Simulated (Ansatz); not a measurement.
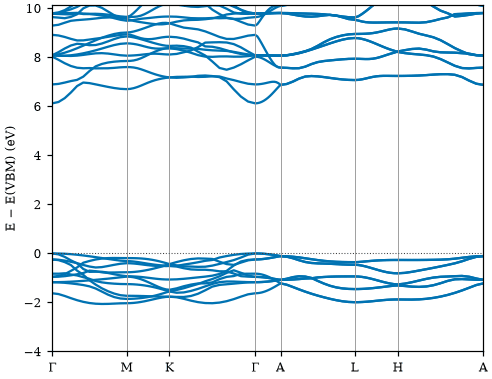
Fig. 1. Band structure from plane-wave PAW r²SCAN (Ansatz code)

Read off the gap and where the band edges lie.

About 6.1 eV (6.12 eV by a search for the band edges); maximum at Γ, minimum at Γ.

The material is CaHClO in space group P6_3mc (No. 186; Ca on 2b, H on 2a, Cl on 2b, O on 2a).

The first step of the workflow began from a Materials Project structure, measured or hypothetical; the Crystallography Open Database copy checked does not list it. Its standing as an ambient phase is unchecked. Symmetry was held in the r²SCAN relaxation; its stability against distortions is not shown here.

Potentials: the later of the program's two PAW sets.
